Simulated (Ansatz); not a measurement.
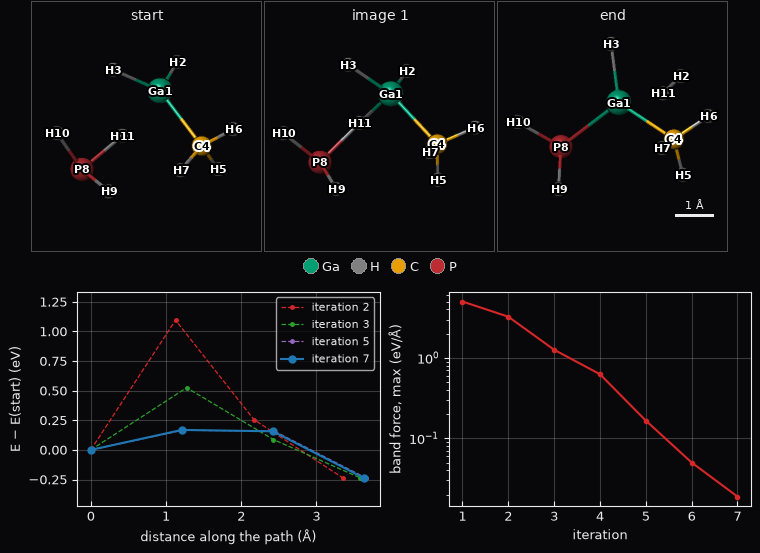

NEB run on CH8GaP, made up at the start of CH$_{5}$Ga and PH$_{3}$. Images are numbered from 0 (start) to 3 (end). The plot follows the band through its iterations. The picture is a ball-and-stick view, seen at a tilt.

Theory: RKS PBE0-D4/def2-SVP (Ansatz 0.2.0). Run with 2 movable images; no climbing image; force threshold 0.05 eV/Å; iteration limit 60; starting path through a guess of the saddle point.

Judge this run.

Answer. The run is converged, with reservations. The band converged in 7 iterations. The largest component of the band force went from 5 to 0.019 eV/Å. No image climbed, so the highest image needn't lie on the saddle point, and the true maximum along this path can be higher. So few images resolve the path coarsely. The first iteration put the highest image at 2.167 eV. Forward barrier 0.169 eV, backward barrier 0.405 eV, with image 1 at the top; the reaction energy is −0.236 eV.

Limits of the set-up: the start holds two separate molecules, 2.5 Å apart at their closest, whose relative position is a soft coordinate.

Cost: 38 s on 2 threads of Arm Neoverse V2, on a shared host, peak memory 0.23 GiB.
